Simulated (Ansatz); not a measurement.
# Os (P6_3/mmc, 2 atoms in the cell): modes against biaxial strain in the (0001) plane, that of a and b

Wanted: the shifts of the zone-centre modes of Os (P6_3/mmc, 2 atoms in the cell) with strain.

Calculated with Ansatz 0.2.0; DFT LDA, scalar-relativistic, plane waves, PAW; PAW set soft_1.

**1. Starting point**

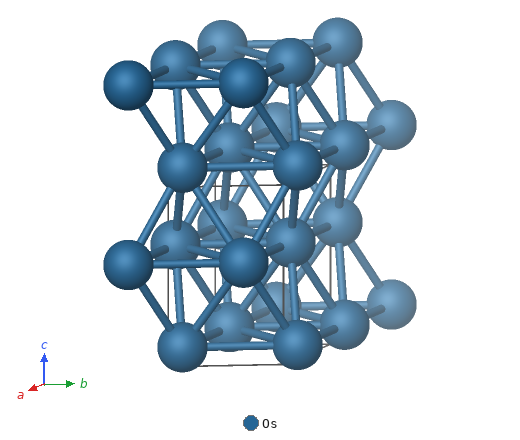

The starting structure, seen slightly off an axis (osmium blue). 3×2×2 cells are drawn.

**2. A rough relaxation first**

The start is far from rest, so a relaxation with loose tolerances brings it close first.

input.yaml

```yaml
crystal:
  lattice:
    - [2.7341, 0.0, 0.0]
    - [-1.36705, 2.3678000565, 0.0]
    - [0.0, 0.0, 4.3197]
  atoms:
    - { symbol: Os, position: [0.33333333, 0.66666667, 0.25] }
    - { symbol: Os, position: [0.66666667, 0.33333333, 0.75] }
kpoints:
  mp_grid: { grid: [9, 9, 6] }
hamiltonian:
  xc: lda
  pseudopotentials: { kind: paw, azcp: { folder: soft_1 }, xc_functional: pbe }
scf:
  occupations: { method: gaussian, width: 0.1 }
output:
  forces: true
  stress: true
  eigenvalues: true
relax:
  adjacent_minimum: "off"
  f_tol: 0.05
  max_steps: 80
  cell: { stress_tol: 0.5 }
```

Command:

```sh
ansatz run input.yaml --threads 4 --pin off --max-ram 10240MiB --backend cpu --events-out ev --progress --plain --runs-dir out
```

Numbers of over 12 decimals in the logs are rounded to 6 here.

Log:

```text
The last accepted step is kept in <dir> (removed where the run ends without a failure and the disk answers)
Engine: ansatz 0.2.0, aarch64-unknown-linux-gnu
Pseudopotentials: kind: paw
Pseudopotential: Os, paw, valence charge 16, recommended cutoff 420 eV (normal), soft_1/Os.paw.azcp
Functional definition: SPW92
  exchange = slater_x
  correlation = pw_c
Crystal: 2 atoms, lattice volume = 27.965 Å³
[...]
--- Relaxed structure (4 steps of the walk, 3 accepted, 1 SCFs on fresh bases) ---
  F+E_penalty+E_count = -22239.08196292 eV   max|allowed force component| = 2.128e-16 eV/Å   (the final SCF, on the basis selected at the relaxed cell)
  cell:  # Å, volume = 27.3769 Å³
    - [2.712877, 0.0, 0]
    - [-1.356439, 2.349420, 0]
    - [0, 0, 4.295306]
  atoms:
    - { symbol: Os, position: [0.333333, 0.666667, 0.250000] }
    - { symbol: Os, position: [0.666667, 0.333333, 0.750000] }
[key lines of the parts left out:]
SCF converged after 7 iterations
Free energy (F): -22239.081963 eV
Fermi energy:    26.323717 eV
P = ⅓ Tr σ = 0.0391 GPa (0.391 kbar)
```

It took 2.2 s on 4 threads of Arm Neoverse V1, shared host; peak memory 0.3 GiB.

Step by step:

```csv
step,energy less that of the first step (eV),largest force component (eV/Å),pressure (GPa),volume (Å³)
1,0.0000,0.0000,-8.99,27.96
2,0.0660,0.0000,22.68,26.16
3,-0.0171,0.0000,-0.79,27.43
4,-0.0172,0.0000,0.03,27.38
5*,-0.0169,0.0000,0.04,27.38
```

Relaxation steps marked * repeat the geometry before them on a plane-wave basis chosen anew for their cell, so energy and pressure can jump there. Relaxation step 2 was tried and not accepted.

The run keeps the 24 symmetry operations that it works with, so distortions that break them were not tested.

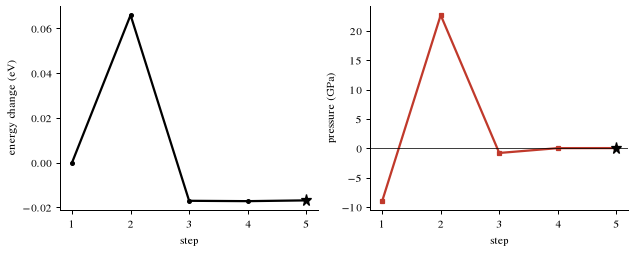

Energy and pressure along the relaxation. Stars mark steps on a basis chosen anew.

```csv
"conventional cell, symmetrised",before,after,change
a (Å),2.734,2.713,-0.8 %
b (Å),2.734,2.713,-0.8 %
c (Å),4.320,4.295,-0.6 %
volume (Å³/atom),13.98,13.69,-2.1 %
```

Final coordinates:

```
Os
1.0
     2.71288    0.00000    0.00000
    -1.35644    2.34942    0.00000
     0.00000    0.00000    4.29531
Os
2
Direct
  0.33333 0.66667 0.25000
  0.66667 0.33333 0.75000
```

Numbers from this step:

```yaml
pressure: 0.03912 GPa
volume_per_atom: 13.69 Å³
gap_on_the_k_mesh: 0 eV
```

In this step the volume went from 13.98 to 13.69 Å³/atom.

**3. Bringing the structure to rest**

The cell and atoms are relaxed, since residual forces and stress would shift the frequencies.

input.yaml, the sections that differ from step 2:

```yaml
crystal:
  lattice:
    - [2.7128770517, 0.0, 0.0]
    - [-1.3564385258, 2.3494204441, 0.0]
    - [0.0, 0.0, 4.2953063337]
  atoms:
    - { symbol: Os, position: [0.3333333333, 0.6666666667, 0.25] }
    - { symbol: Os, position: [0.6666666667, 0.3333333333, 0.75] }
kpoints:
  mp_grid: { grid: [18, 18, 10] }
relax:
  adjacent_minimum: "off"
  f_tol: 0.005
  max_steps: 80
  cell: { stress_tol: 0.05 }
# hamiltonian, scf, output: as in step 2
```

Log:

```text
[...]
Crystal: 2 atoms, lattice volume = 27.377 Å³
Basis set: ecut = 420 eV, 537 PW (Γ)
Bands: 20, of which v1, the nominal top of the filled ones, is band 16 counted from 1 (15 counted from 0)
Symmetry: 24 space group operations
[...]
k-points: 222 of 3240
[...]
k-point 221: bands = [... 12 lower, 22.8060, 22.8060, 24.8771, 24.8771, 27.9812, 27.9812, 34.8849, 34.8849]
--- Relaxed structure (3 steps of the walk, 2 accepted, 1 SCFs on fresh bases) ---
[...]
cell:  # Å, volume = 27.3996 Å³
    - [2.714612, -2.888599121076949e-11, 0.0]
    - [-1.357306, 2.350923, 0.0]
    - [0.0, 0.0, 4.293361]
  atoms:
    - { symbol: Os, position: [0.333333, 0.666667, 0.25] }
    - { symbol: Os, position: [0.666667, 0.333333, 0.750000] }
[key lines of the parts left out:]
SCF converged after 7 iterations
Free energy (F): -22239.070962 eV
Fermi energy:    26.293311 eV
P = ⅓ Tr σ = -0.0072 GPa (-0.072 kbar)
```

Elapsed: 6.3 s, on 4 threads; peak memory 0.39 GiB.

Little changed from the start: no atom moved by 0.005 Å and no cell edge by 0.1 %.

This step gave:

```
pressure        : -0.007196 GPa
volume per atom : 13.70 Å³
```

In this step the volume went from 13.69 to 13.70 Å³/atom.

**4. Tight relaxation**

Phonons need small forces and stress, so the relaxation is finished with tight tolerances on 18×18×12 k points.

input.yaml, the sections that differ from step 3:

```yaml
crystal:
  lattice:
    - [2.7146117583, 0.0, 0.0]
    - [-1.3573058791, 2.3509227441, 0.0]
    - [0.0, 0.0, 4.2933614964]
  atoms:
    - { symbol: Os, position: [0.3333333333, 0.6666666667, 0.25] }
    - { symbol: Os, position: [0.6666666667, 0.3333333333, 0.75] }
kpoints:
  mp_grid: { grid: [18, 18, 12] }
scf:
  occupations: { method: methfessel_paxton, width: 0.2 }
relax:
  adjacent_minimum: "off"
  f_tol: 0.001
  max_steps: 60
  cell: { stress_tol: 0.01 }
# hamiltonian, output: as in step 3
```

Log:

```text
[...]
Crystal: 2 atoms, lattice volume = 27.400 Å³
Basis set: ecut = 420 eV, 537 PW (Γ)
Bands: 20, of which v1, the nominal top of the filled ones, is band 16 counted from 1 (15 counted from 0)
Symmetry: 24 space group operations
[...]
k-points: 259 of 3888
[...]
k-point 258: bands = [... 12 lower, 22.8097, 22.8097, 24.8823, 24.8823, 27.9804, 27.9804, 34.8860, 34.8860]
--- Relaxed structure (3 steps of the walk, 2 accepted, 1 SCFs on fresh bases) ---
[...]
cell:  # Å, volume = 27.3966 Å³
    - [2.715256, -2.8874358668644716e-11, 0.0]
    - [-1.357628, 2.351481, 0.0]
    - [0.0, 0.0, 4.290865]
  atoms:
    - { symbol: Os, position: [0.333333, 0.666667, 0.25] }
    - { symbol: Os, position: [0.666667, 0.333333, 0.750000] }
[key lines of the parts left out:]
SCF converged after 4 iterations
Free energy (F): -22239.070714 eV
Fermi energy:    26.299754 eV
P = ⅓ Tr σ = -0.0008 GPa (-0.008 kbar)
```

Run time: 7.1 s. Hardware: 4 threads; peak memory 0.41 GiB; 26 s of CPU time.

Little changed from the start: no atom moved by 0.005 Å and no cell edge by 0.1 %.

This step gave:

| Property | Result |
| --- | --- |
| pressure | -8.35e-4 GPa |

The forces vanish by symmetry and the pressure is -0.001 GPa, within the tolerances set. The cell now holds 13.70 Å³/atom.

**5. Modes at rest**

Phonons follow from the second derivative of the energy, found here by linear response.

The modes at rest are the reference of the series.

input.yaml, the sections that differ from step 4:

```yaml
crystal:
  lattice:
    - [2.7152564569, 0.0, 0.0]
    - [-1.3576282284, 2.3514810695, 0.0]
    - [0.0, 0.0, 4.2908647587]
  atoms:
    - { symbol: Os, position: [0.3333333333, 0.6666666667, 0.25] }
    - { symbol: Os, position: [0.6666666667, 0.3333333333, 0.75] }
output:
  eigenvalues: true
phonons:
  method: dfpt
# kpoints, hamiltonian, scf: as in step 4
# relax: removed
```

Log:

```text
zone centre: on kpoints.mp_grid the ground state, and the responses unless they are solved on pairs of k-points, stand on 637 of the mesh's 3888 k-points, reduced under 4 symmetry operations, with k and −k counted as one. Each operation leaves every solved displacement unchanged or reverses it
[...]
Crystal: 2 atoms, lattice volume = 27.397 Å³
Basis set: ecut = 420 eV, 537 PW (Γ), exchange–correlation on 40×40×60 points (8 copies of the dense FFT grid, shifted against one another)
Bands: 20, of which v1, the nominal top of the filled ones, is band 16 counted from 1 (15 counted from 0)
Symmetry: 24 space group operations
k-points: 637 of 3888 (irreducible under 4 space group operations, time reversal used)
[...]
SCF iter   1: F=—  HF=-22239.401447 eV  |F-HF|=—  |Δ(HF+E_count)|=         —  Δρ=6.10e-2  dr2=8.33e-1  ethr=3.10e-3  ⟨swp⟩=5.0  Hψ=116285  notcnv=0  defer=44
automatic band count: the SCF goes on with 24 bands, as 20 were too few: they end inside the smearing window of the response
[...]
SCF iter   2: F=—  HF=-22239.174787 eV  |F-HF|=—  |Δ(HF+E_count)|=   2.27e-1  S|Δr|=    0.00e0  Δρ=3.56e-2  dr2=2.76e-1  ethr=2.60e-3  ⟨swp⟩=2.0  Hψ=22898  notcnv=0  defer=431
[...]
SCF iter   8: F=-22239.070715 eV  HF=-22239.070715 eV  |F-HF|=1.09e-11  |Δ(HF+E_count)|=  1.09e-10  S|Δr|=    0.00e0  Δρ=1.36e-7  dr2=2.77e-12  ethr=1.00e-12  ⟨swp⟩=9.8  Hψ=69945  notcnv=0
SCF 1 converged in 8 iterations: F = -22239.070715 eV  dr2 = 2.77e-12
[...]
DFPT response loops at Γ: preconditioner auto → Kerker (q_TF=auto, 2.800 Å⁻¹) (partly filled bands, converged f_vac=0.000); β = 1.00, the filter's whole step (`scf.mixing.beta` (0.50) is not read by the response loops under this deck's `scf.mixing.preconditioner`; to damp them name `kerker` or `kerker_dos`, under which they read `scf.mixing.beta`, and type it under 1.00, their step now; both keys bind the ground state too); Broyden in place of MSR1
SCF converged after 8 iterations
[...]
Free energy (F): -22239.070715 eV
[...]
Internal energy: -22239.070922 eV  (E = F + TS)
E sigma→0 (E₀):  -22239.070767 eV
Entropy (-TS):   0.000207 eV (0.104 meV/atom)
Fermi energy:    26.299755 eV
[...]
--- Band table (eV; the first three rows and the last of 637) ---
  k-point 0: bands = [... 12 lower, 23.3982, 24.0086, 24.0086, 24.6889, 24.6889, 26.4012, 28.0482, 28.0482, ... 4 higher]
  k-point 1: bands = [... 12 lower, 23.3455, 23.9483, 23.9483, 24.8296, 24.8296, 26.0971, 28.0629, 28.0629, ... 4 higher]
  k-point 2: bands = [... 12 lower, 23.1982, 23.7856, 23.7856, 25.1886, 25.1886, 25.3390, 28.0824, 28.0824, ... 4 higher]
  k-point 636: bands = [... 12 lower, 22.8079, 22.8079, 24.6054, 24.6054, 28.6607, 28.6607, 31.3131, 31.3131, ... 4 higher]
--- Phonons (Γ-DFPT): 2 representative perturbations + reference, on 637 of 3888 k-points (Σ response iterations 4) ---
  k mesh reduced under 4 symmetry operations, with k and −k counted as one. Each operation leaves every solved displacement unchanged or reverses it
  ASR residual: 1.042e-4 → 0.000e0 eV/Å²; symmetrization residual: 8.591e-10 eV/Å²
  ASR residual per site (eV/Å²): 1.04e-4 1.04e-4
  Γ frequencies (cm⁻¹): 0.00 0.00 0.00 168.51 168.51 228.83
  non-analytic LO–TO correction: not included (Born effective charges unavailable; polar crystals: no LO–TO splitting at Γ)
```

It took 23 s on 4 threads; peak memory 1.2 GiB.

Numbers from this step:

```
sum-rule residual before enforcement                    : 1.04e-4 eV/Å²
point group                                             : 6/mmm
highest optical mode at the zone centre (no LO-TO term) : 228.8 cm⁻¹
lowest optical zone-centre mode                         : 168.5 cm⁻¹
```

Patterns of degenerate modes are one choice out of their space. Modes at Γ:

```csv
mode,frequency (cm⁻¹),symmetry
1,0.0,acoustic
2,0.0,acoustic
3,0.0,acoustic
4,168.5,E2g
5,168.5,E2g
6,228.8,B1g
```

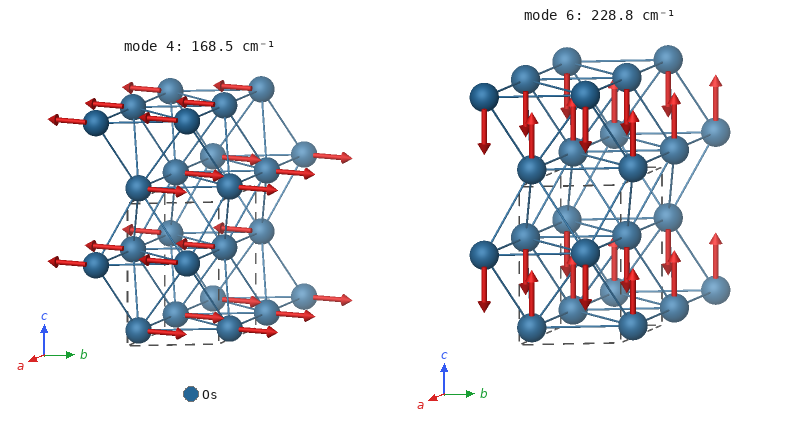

Displacement patterns of modes 4 and 6 at Γ; arrows are exaggerated. 3×2×2 cells are drawn.

Before it was imposed, the acoustic sum rule was missed by 1.0e-4 eV/Å². Small misses are needed for a sound result but don't prove that mesh and cutoff are converged. The lowest optical mode is real, 169 cm⁻¹.

**6. A member of the series: biaxial strain of +4 % in the (0001) plane, that of a and b**

The cell takes a biaxial strain of +4 % in the (0001) plane, that of a and b. The strained lengths are held, while the rest of the cell and the atoms relax.

input.yaml, the sections that differ from step 5:

```yaml
crystal:
  lattice:
    - [2.8238667153, 0.0, 0.0]
    - [-1.4119333576, 2.4455403123, 0.0]
    - [0.0, 0.0, 4.2172262973]
  atoms:
    - { symbol: Os, position: [0.3333333333, 0.6666666667, 0.25] }
    - { symbol: Os, position: [0.6666666667, 0.3333333333, 0.75] }
output:
  forces: true
  stress: true
  eigenvalues: true
relax:
  adjacent_minimum: "off"
  f_tol: 0.001
  max_steps: 60
  cell: { stress_tol: 0.01, fix: [a, b, gamma] }
# kpoints, hamiltonian, scf: as in step 5
# phonons: removed
```

Log:

```text
[...]
Crystal: 2 atoms, lattice volume = 29.124 Å³
Basis set: ecut = 420 eV, 579 PW (Γ)
Bands: 20, of which v1, the nominal top of the filled ones, is band 16 counted from 1 (15 counted from 0)
Symmetry: 24 space group operations
[...]
k-points: 259 of 3888
[...]
k-point 258: bands = [... 12 lower, 21.3347, 21.3347, 23.3864, 23.3864, 25.8373, 25.8373, 32.3575, 32.3575]
--- Relaxed structure (4 steps of the walk, 3 accepted, 1 SCFs on fresh bases) ---
[...]
cell:  # Å, volume = 28.9534 Å³
    - [2.823867, -2.886750191305929e-11, 0.0]
    - [-1.411933, 2.445540, 0.0]
    - [0.0, 0.0, 4.192565]
  atoms:
    - { symbol: Os, position: [0.333333, 0.666667, 0.250000] }
    - { symbol: Os, position: [0.666667, 0.333333, 0.750000] }
[key lines of the parts left out:]
SCF converged after 5 iterations
Free energy (F): -22238.856041 eV
Fermi energy:    24.613838 eV
P = ⅓ Tr σ = -19.0229 GPa (-190.229 kbar)
```

The job ended after 9.9 s (4 threads; peak memory 0.42 GiB; 37 s of CPU time).

The steps of the relaxation:

```
step  energy less that of the first step (eV)  largest force component (eV/Å)  pressure (GPa)  volume (Å³)
   1                                   0.0000                          0.0000          -21.44        29.12
   2                                   0.0039                          0.0000          -14.89        28.68
   3                                  -0.0026                          0.0000          -19.09        28.96
   4                                  -0.0026                          0.0000          -19.03        28.95
  5*                                  -0.0025                          0.0000          -19.02        28.95
```

Relaxation steps marked * repeat the geometry before them on a plane-wave basis chosen anew for their cell, so energy and pressure can jump there. Relaxation step 2 was tried and not accepted.

Forces are held to the 24 operations that the run works with; a distortion that breaks them can't arise in this run.

| conventional cell, symmetrised | before | after | change |
| --- | --- | --- | --- |
| a (Å) | 2.824 | 2.824 | +0.0 % |
| b (Å) | 2.824 | 2.824 | +0.0 % |
| c (Å) | 4.217 | 4.193 | -0.6 % |
| volume (Å³/atom) | 14.56 | 14.48 | -0.6 % |

The relaxed structure:

```xyz
2
Lattice="2.8239 0.0000 0.0000 -1.4119 2.4455 0.0000 0.0000 0.0000 4.1926" Properties=species:S:1:pos:R:3 pbc="T T T"
Os    0.0000    1.6304    1.0481
Os    1.4119    0.8152    3.1444
```

This step gave:

| Property | Result |
| --- | --- |
| pressure | -19.02 GPa |
| volume per atom | 14.48 Å³ |

The forces vanish by symmetry.

**7. Zone-centre modes of the member: biaxial strain of +4 % in the (0001) plane, that of a and b**

The zone-centre modes follow for biaxial strain of +4 % in the (0001) plane, that of a and b.

input.yaml, the sections that differ from step 6:

```yaml
crystal:
  lattice:
    - [2.8238667153, 0.0, 0.0]
    - [-1.4119333576, 2.4455403123, 0.0]
    - [0.0, 0.0, 4.1925653227]
  atoms:
    - { symbol: Os, position: [0.3333333333, 0.6666666667, 0.25] }
    - { symbol: Os, position: [0.6666666667, 0.3333333333, 0.75] }
output:
  eigenvalues: true
phonons:
  method: dfpt
# kpoints, hamiltonian, scf: as in step 6
# relax: removed
```

Log:

```text
[...]
Crystal: 2 atoms, lattice volume = 28.953 Å³
Basis set: ecut = 420 eV, 579 PW (Γ), exchange–correlation on 40×40×60 points (8 copies of the dense FFT grid, shifted against one another)
Bands: 20, of which v1, the nominal top of the filled ones, is band 16 counted from 1 (15 counted from 0)
Symmetry: 24 space group operations
k-points: 637 of 3888 (irreducible under 4 space group operations, time reversal used)
[...]
SCF iter   1: F=—  HF=-22239.206922 eV  |F-HF|=—  |Δ(HF+E_count)|=         —  Δρ=6.07e-2  dr2=9.03e-1  ethr=3.10e-3  ⟨swp⟩=5.0  Hψ=115240  notcnv=0  defer=39
[...]
SCF iter   8: F=-22238.856041 eV  HF=-22238.856041 eV  |F-HF|=7.28e-12  |Δ(HF+E_count)|=  2.58e-10  S|Δr|=    0.00e0  Δρ=1.41e-7  dr2=4.46e-12  ethr=1.00e-12  ⟨swp⟩=8.8  Hψ=85703  notcnv=0
SCF 1 converged in 8 iterations: F = -22238.856041 eV  dr2 = 4.46e-12
[...]
SCF converged after 8 iterations
[...]
Free energy (F): -22238.856041 eV
[...]
Internal energy: -22238.855937 eV  (E = F + TS)
E sigma→0 (E₀):  -22238.856015 eV
Entropy (-TS):   -0.000104 eV (-0.052 meV/atom)
Fermi energy:    24.613840 eV
Step filling:    the computed levels leave a gap of 0.0000 eV = 0.0 smearing widths at the electron count; against every level under it full and every level over it empty, smearing changes F+E_penalty+E_count by -0.244 meV and its σ→0 estimate by -0.218 meV
[...]
--- Band table (eV; the first three rows and the last of 637) ---
  k-point 0: bands = [... 12 lower, 22.5492, 22.5492, 22.5607, 22.5607, 22.5998, 25.4003, 26.1918, 26.1918, ... 4 higher]
  k-point 1: bands = [... 12 lower, 22.4669, 22.4669, 22.5367, 22.7688, 22.7688, 25.0607, 26.2303, 26.2303, ... 4 higher]
  k-point 2: bands = [... 12 lower, 22.2501, 22.2501, 22.3582, 23.2300, 23.2300, 24.2312, 26.3062, 26.3062, ... 4 higher]
  k-point 636: bands = [... 12 lower, 21.3276, 21.3276, 23.0014, 23.0014, 26.6067, 26.6067, 29.0642, 29.0642, ... 4 higher]
[...]
ASR residual: 1.787e-4 → 0.000e0 eV/Å²; symmetrization residual: 1.047e-9 eV/Å²
  ASR residual per site (eV/Å²): 1.79e-4 1.79e-4
  Γ frequencies (cm⁻¹): 0.00 0.00 0.00 171.37 171.37 232.59
[...]
```

Elapsed: 26 s, on 4 threads; peak memory 1.3 GiB.

This step gave:

| Property | Result |
| --- | --- |
| sum-rule residual before enforcement | 1.79e-4 eV/Å² |
| highest optical mode at the zone centre (no LO-TO term) | 232.6 cm⁻¹ |
| lowest optical zone-centre mode | 171.4 cm⁻¹ |

Patterns of degenerate modes are one choice out of their space. Modes at Γ:

```csv
mode,frequency (cm⁻¹),symmetry
1,0.0,acoustic
2,0.0,acoustic
3,0.0,acoustic
4,171.4,E2g
5,171.4,E2g
6,232.6,B1g
```

The lowest optical mode is real, 171 cm⁻¹, and the highest lies at 232.6 cm⁻¹.

(Continued in part 2 of 2.)

[Logs are printed without paths, hosts, clocks, repeated set-up lines and the standing remarks that a program may print on its own settings, such as how far it seeks lower states.]

[Hosts, paths, dates, database ids (printed as entryN), source tags and the programs' standing remarks are cut or masked in the printed files.]
